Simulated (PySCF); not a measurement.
**IOF: one geometry, many levels of theory**

Aim: at the PBE0 minimum of singlet IOF, found before, compare methods on energies and levels.

Method: several methods, basis I def2-TZVP with ECP28, O def2-TZVP, F def2-TZVP, scalar-relativistic core potentials, no spin–orbit coupling, density fitting; program: PySCF 2.14.0.

**1. The system as given**

3 atoms, charge 0, spin multiplicity 1.

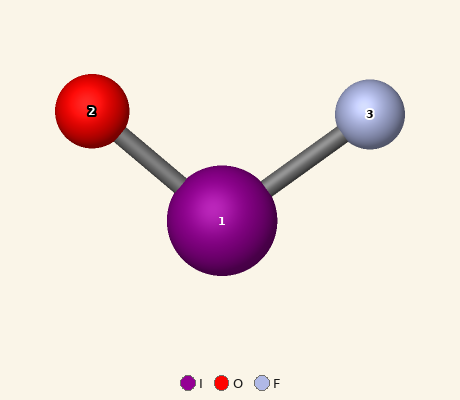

The starting geometry (iodine purple, oxygen red, fluorine light blue); atoms are numbered from 1 in the order of the file.

Z-matrix (Å, degrees; charge 0 multiplicity 1):
```
I
O  1 1.7904
F  1 1.9171 2 104.13
```

**2. PBE0**

The steps are one call of a driver around PySCF; scf.py gives each level's set-up. Each SCF starts from the density of the minimum. The driver also runs the species with one electron less or more at the same geometry (one less: multiplicity 2, one more: multiplicity 2); their logs are not shown.

scf.py

```python
from pyscf import gto, scf, dft
mol = gto.M(atom='''
I     -0.039150     0.000000    -0.244254
O     -1.445246     0.000000     0.864039
F      1.479148     0.000000     0.926180''',
    basis={'I': 'def2-TZVP', 'O': 'def2-TZVP', 'F': 'def2-TZVP'},
    ecp={'I': 'def2-TZVP'},
    charge=0, spin=0)
mf = dft.RKS(mol, xc='PBE0')
mf.grids.atom_grid = (99, 590)
aux = {'I': 'def2-universal-JKFIT', 'O': 'def2-universal-JKFIT', 'F': 'def2-universal-JKFIT'}
mf = mf.density_fit(auxbasis=aux)
mf.kernel()
```

What it wrote:

```text
init E= -472.569157620455
  HOMO = -0.266571269438955  LUMO = -0.124446181798621  gap/eV = 3.86742
cycle= 1 E= -472.569157640674  delta_E= -2.02e-08  |g|= 6.84e-05  |ddm|= 0.000172
  HOMO = -0.266583524962741  LUMO = -0.124447835141179  gap/eV = 3.86771
cycle= 2 E= -472.569157633889  delta_E= 6.78e-09  |g|= 0.000197  |ddm|= 0.00016
  HOMO = -0.266574941798137  LUMO = -0.12444760354979  gap/eV = 3.86748
cycle= 3 E= -472.569157641563  delta_E= -7.67e-09  |g|= 8.42e-06  |ddm|= 0.000124
  HOMO = -0.266574636575886  LUMO = -0.124446952371198  gap/eV = 3.86749
cycle= 4 E= -472.569157641562  delta_E= 1.25e-12  |g|= 7.78e-06  |ddm|= 7.52e-06
  HOMO = -0.266574875995655  LUMO = -0.124447473751385  gap/eV = 3.86748
Extra cycle  E= -472.569157641538  delta_E= 2.39e-11  |g|= 1.5e-05  |ddm|= 1.18e-05
converged SCF energy = -472.569157641538
```

This level, with the species of one electron less or more, needed 6.6 s of wall time on 4 threads, shared host.

* energy: -472.569158 Eh
* one electron less (charge +1): -472.213163 Eh (doublet, ⟨S²⟩ 0.76)
* one electron more (charge -1): -472.607479 Eh (doublet, ⟨S²⟩ 0.75)
* Mulliken charge of I1: +0.87 e

**3. HF**

scf.py: that of step 2 with these lines changed.

```diff
@@ -9,2 +9 @@
-mf = dft.RKS(mol, xc='PBE0')
-mf.grids.atom_grid = (99, 590)
+mf = scf.RHF(mol)
```

What it wrote (excerpt; [...] marks lines left out):

```text
[... the frontier levels of the middle cycles are left out ...]
init E= -470.84741428976
  HOMO = -0.378937942488669  LUMO = 0.00506000758899816  gap/eV = 10.44912
cycle= 1 E= -470.87318223398  delta_E= -0.0258  |g|= 0.0869  |ddm|= 0.457
  HOMO = -0.392818813312569  LUMO = -0.00280713869920746  gap/eV = 10.61276
cycle= 2 E= -470.87504423384  delta_E= -0.00186  |g|= 0.0479  |ddm|= 0.117
  HOMO = -0.393184128780661  LUMO = -0.000181014604116569  gap/eV = 10.69416
cycle= 3 E= -470.875624381793  delta_E= -0.00058  |g|= 0.0232  |ddm|= 0.0476
cycle= 4 E= -470.875875962059  delta_E= -0.000252  |g|= 0.00887  |ddm|= 0.0335
cycle= 5 E= -470.8759496187  delta_E= -7.37e-05  |g|= 0.00591  |ddm|= 0.0167
cycle= 6 E= -470.875992460871  delta_E= -4.28e-05  |g|= 0.00222  |ddm|= 0.0178
cycle= 7 E= -470.875999078629  delta_E= -6.62e-06  |g|= 0.00072  |ddm|= 0.00776
cycle= 8 E= -470.875999539179  delta_E= -4.61e-07  |g|= 0.000179  |ddm|= 0.00224
cycle= 9 E= -470.875999552297  delta_E= -1.31e-08  |g|= 5.93e-05  |ddm|= 0.000277
cycle= 10 E= -470.875999554353  delta_E= -2.06e-09  |g|= 2.13e-05  |ddm|= 0.000116
cycle= 11 E= -470.875999554621  delta_E= -2.69e-10  |g|= 5.25e-06  |ddm|= 3.91e-05
  HOMO = -0.391457143033609  LUMO = 0.00152446371708237  gap/eV = 10.69357
Extra cycle  E= -470.875999554639  delta_E= -1.76e-11  |g|= 2.96e-06  |ddm|= 7.12e-06
converged SCF energy = -470.875999554639
```

This level, with the species of one electron less or more, took 1.7 s.

```
energy                        : -470.876000 Eh
one electron less (charge +1) : -470.557311 Eh (doublet, ⟨S²⟩ 0.78)
one electron more (charge -1) : -470.903353 Eh (doublet, ⟨S²⟩ 0.77)
Mulliken charge of I1         : +1.09 e
```

**4. MP2**

scf.py: that of step 3 with these lines changed.

```diff
@@ -12,0 +13,2 @@
+from pyscf.mp import dfmp2
+dfmp2.DFMP2(mf, frozen=6).kernel()  # the driver gives MP2 a fitting basis of its own (RI)
```

What it wrote (excerpt; [...] marks lines left out):

```text
[... the frontier levels of the middle cycles are left out ...]
init E= -470.84741428976
  HOMO = -0.378937942488669  LUMO = 0.00506000758899816  gap/eV = 10.44912
cycle= 1 E= -470.87318223398  delta_E= -0.0258  |g|= 0.0869  |ddm|= 0.457
  HOMO = -0.392818813312559  LUMO = -0.00280713869920746  gap/eV = 10.61276
cycle= 2 E= -470.87504423384  delta_E= -0.00186  |g|= 0.0479  |ddm|= 0.117
  HOMO = -0.393184128780657  LUMO = -0.000181014604120122  gap/eV = 10.69416
cycle= 3 E= -470.875624381792  delta_E= -0.00058  |g|= 0.0232  |ddm|= 0.0476
cycle= 4 E= -470.875875962059  delta_E= -0.000252  |g|= 0.00887  |ddm|= 0.0335
cycle= 5 E= -470.8759496187  delta_E= -7.37e-05  |g|= 0.00591  |ddm|= 0.0167
cycle= 6 E= -470.875992460872  delta_E= -4.28e-05  |g|= 0.00222  |ddm|= 0.0178
cycle= 7 E= -470.875999078629  delta_E= -6.62e-06  |g|= 0.00072  |ddm|= 0.00776
cycle= 8 E= -470.875999539178  delta_E= -4.61e-07  |g|= 0.000179  |ddm|= 0.00224
cycle= 9 E= -470.875999552297  delta_E= -1.31e-08  |g|= 5.93e-05  |ddm|= 0.000277
cycle= 10 E= -470.875999554352  delta_E= -2.05e-09  |g|= 2.13e-05  |ddm|= 0.000116
cycle= 11 E= -470.875999554622  delta_E= -2.7e-10  |g|= 5.25e-06  |ddm|= 3.91e-05
  HOMO = -0.391457143033637  LUMO = 0.00152446371709303  gap/eV = 10.69357
Extra cycle  E= -470.875999554638  delta_E= -1.58e-11  |g|= 2.96e-06  |ddm|= 7.12e-06
converged SCF energy = -470.875999554638
```

This level, with the species of one electron less or more, took 2.1 s.

| Item | Value |
| --- | --- |
| energy | -471.886762 Eh |
| one electron less (charge +1) | -471.504568 Eh (doublet, ⟨S²⟩ 0.78) |
| one electron more (charge -1) | -471.914886 Eh (doublet, ⟨S²⟩ 0.77) |
| MP2 correlation in its own fitting basis (same spin, opposite spin) | -1.01076 Eh (-0.31931, -0.69146) |

**5. PBE**

scf.py: that of step 4 with these lines changed.

```diff
@@ -9 +9,2 @@
-mf = scf.RHF(mol)
+mf = dft.RKS(mol, xc='PBE')
+mf.grids.atom_grid = (99, 590)
@@ -13,2 +13,0 @@
-from pyscf.mp import dfmp2
-dfmp2.DFMP2(mf, frozen=6).kernel()  # the driver gives MP2 a fitting basis of its own (RI)
```

What it wrote (excerpt; [...] marks lines left out):

```text
[... the frontier levels of the middle cycles are left out ...]
init E= -472.566425389204
  HOMO = -0.208475535103783  LUMO = -0.152991851544343  gap/eV = 1.50979
cycle= 1 E= -472.567881223671  delta_E= -0.00146  |g|=  0.1  |ddm|= 0.263
  HOMO = -0.219531499642567  LUMO = -0.153937024060934  gap/eV = 1.78492
cycle= 2 E= -472.54165568788  delta_E= 0.0262  |g|= 0.372  |ddm|= 0.333
  HOMO = -0.209148593776341  LUMO = -0.152712430196569  gap/eV = 1.53571
cycle= 3 E= -472.56932360042  delta_E= -0.0277  |g|= 0.074  |ddm|= 0.249
cycle= 4 E= -472.570135398404  delta_E= -0.000812  |g|= 0.0272  |ddm|= 0.0541
cycle= 5 E= -472.570305561397  delta_E= -0.00017  |g|= 0.00288  |ddm|= 0.0236
cycle= 6 E= -472.570306795813  delta_E= -1.23e-06  |g|= 0.000759  |ddm|= 0.00262
cycle= 7 E= -472.570306910111  delta_E= -1.14e-07  |g|= 0.000155  |ddm|= 0.000535
cycle= 8 E= -472.570306913479  delta_E= -3.37e-09  |g|= 2.46e-05  |ddm|= 0.000132
cycle= 9 E= -472.5703069136  delta_E= -1.21e-10  |g|= 5.88e-06  |ddm|= 2.69e-05
  HOMO = -0.211199875767782  LUMO = -0.153425676636108  gap/eV = 1.57212
Extra cycle  E= -472.570306913582  delta_E= 1.81e-11  |g|= 1.14e-05  |ddm|= 1.06e-05
converged SCF energy = -472.570306913582
```

This level, with the species of one electron less or more, took 10 s.

| Item | Value |
| --- | --- |
| energy | -472.570307 Eh |
| one electron less (charge +1) | -472.223894 Eh (doublet, ⟨S²⟩ 0.75) |
| one electron more (charge -1) | -472.599869 Eh (doublet, ⟨S²⟩ 0.75) |
| Mulliken charge of I1 | +0.80 e |

**6. CCSD(T)**

scf.py: that of step 5 with these lines changed.

```diff
@@ -9,2 +9 @@
-mf = dft.RKS(mol, xc='PBE')
-mf.grids.atom_grid = (99, 590)
+mf = scf.RHF(mol)
@@ -13,0 +13,3 @@
+from pyscf import cc
+mycc = cc.CCSD(mf, frozen=6).run()
+mycc.ccsd_t()
```

What it wrote (excerpt; [...] marks lines left out):

```text
[... the frontier levels of the middle cycles are left out ...]
init E= -470.84741428976
  HOMO = -0.378937942488655  LUMO = 0.00506000758900171  gap/eV = 10.44912
cycle= 1 E= -470.87318223398  delta_E= -0.0258  |g|= 0.0869  |ddm|= 0.457
  HOMO = -0.392818813312577  LUMO = -0.00280713869921456  gap/eV = 10.61276
cycle= 2 E= -470.875044233839  delta_E= -0.00186  |g|= 0.0479  |ddm|= 0.117
  HOMO = -0.393184128780668  LUMO = -0.000181014604120122  gap/eV = 10.69416
cycle= 3 E= -470.875624381792  delta_E= -0.00058  |g|= 0.0232  |ddm|= 0.0476
cycle= 4 E= -470.875875962059  delta_E= -0.000252  |g|= 0.00887  |ddm|= 0.0335
cycle= 5 E= -470.8759496187  delta_E= -7.37e-05  |g|= 0.00591  |ddm|= 0.0167
cycle= 6 E= -470.87599246087  delta_E= -4.28e-05  |g|= 0.00222  |ddm|= 0.0178
cycle= 7 E= -470.875999078629  delta_E= -6.62e-06  |g|= 0.00072  |ddm|= 0.00776
cycle= 8 E= -470.875999539178  delta_E= -4.61e-07  |g|= 0.000179  |ddm|= 0.00224
cycle= 9 E= -470.875999552296  delta_E= -1.31e-08  |g|= 5.93e-05  |ddm|= 0.000277
cycle= 10 E= -470.875999554353  delta_E= -2.06e-09  |g|= 2.13e-05  |ddm|= 0.000116
cycle= 11 E= -470.875999554623  delta_E= -2.7e-10  |g|= 5.25e-06  |ddm|= 3.91e-05
  HOMO = -0.391457143033616  LUMO = 0.00152446371708947  gap/eV = 10.69357
Extra cycle  E= -470.875999554639  delta_E= -1.59e-11  |g|= 2.96e-06  |ddm|= 7.12e-06
converged SCF energy = -470.875999554639
CCSD nocc = 15, nmo = 106
Init t2, MP2 energy = -471.887298887809  E_corr(MP2) -1.01129933317045
RCCSD converged
E(RCCSD) = -471.8498315152463  E_corr = -0.9738319606073949
RCCSD(T) correction = -0.0340176418514192
```

This level needed 2.9 min of wall time on 4 threads, shared host.

| Quantity | Value |
| --- | --- |
| energy | -471.883849 Eh |
| MP2 correlation in its own fitting basis (same spin, opposite spin) | -1.01076 Eh (-0.31931, -0.69146) |
| CCSD, (T) | -0.97383, -0.03402 Eh; T1 0.022, D1 0.105 |

Left undone: coupled cluster skipped for cost (one electron less).

**7. All levels side by side**

| level | atomisation energy (kJ/mol) | vertical ionisation energy (eV) | vertical electron affinity (eV) | −ε(HOMO) (eV) | gap (eV) | dipole (D) | wall time |
| --- | --- | --- | --- | --- | --- | --- | --- |
| PBE0 | 476 | 9.69 | 1.04 | 7.25 | 3.87 | 3.52 | 6.6 s |
| HF | -26 | 8.67 | 0.74 | 10.65 | 10.69 | 4.13 | 1.7 s |
| MP2 | 510 | 10.40 | 0.77 | – | – | – | 2.1 s |
| PBE | 593 | 9.43 | 0.80 | 5.75 | 1.57 | 3.25 | 10 s |
| CCSD(T) | 445 | – | – | – | – | – | 2.9 min |

Times are for 4 threads, shared host; PBE0 starts from its own converged density, so its time is not comparable. A dash stands where a species or a free atom was not run at that level, or the quantity is not defined.

Atomisation goes to high-spin atoms in their ground configurations, run at the same level, without zero-point energy.

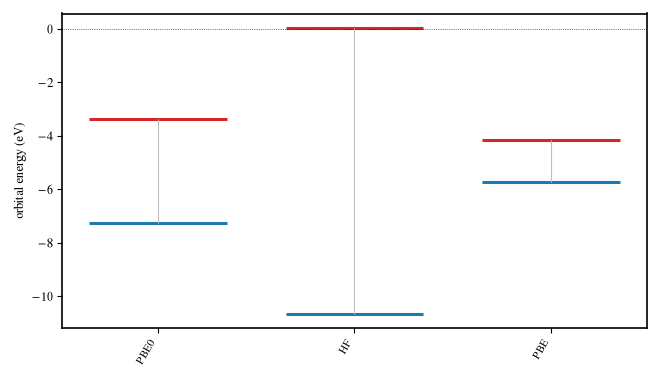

Highest occupied (blue) and lowest empty (red) levels by method.

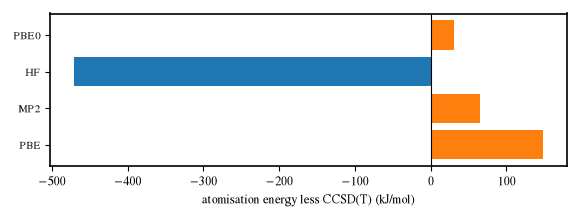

Deviation of the atomisation energy from CCSD(T).

**8. Summary of results**

```
                                 quantity                        value
atomisation energy, CCSD(T) in this basis                   445 kJ/mol
        vertical ionisation energy, range  8.67 (HF) to 10.40 (MP2) eV
        vertical electron affinity, range  0.74 (HF) to 1.04 (PBE0) eV
                       orbital gap, range  1.57 (PBE) to 10.69 (HF) eV
                                   T1, D1                 0.022, 0.105
```

In words: In atomisation energy the functionals lie from +31 kJ/mol (PBE0) to +148 kJ/mol (PBE) against CCSD(T). In a basis of this size CCSD(T) binds too weakly, often by tens of kJ/mol, while functionals are nearer their limits, so this ranks no functional. HF lacks the correlation that pairing electrons in bonds brings, so it binds too weakly, by 471 kJ/mol even against this CCSD(T). T1 is large, so single-reference CCSD(T) is itself in doubt here. Without diffuse functions electron affinities tend to come out too low.  Spin–orbit coupling is left out.
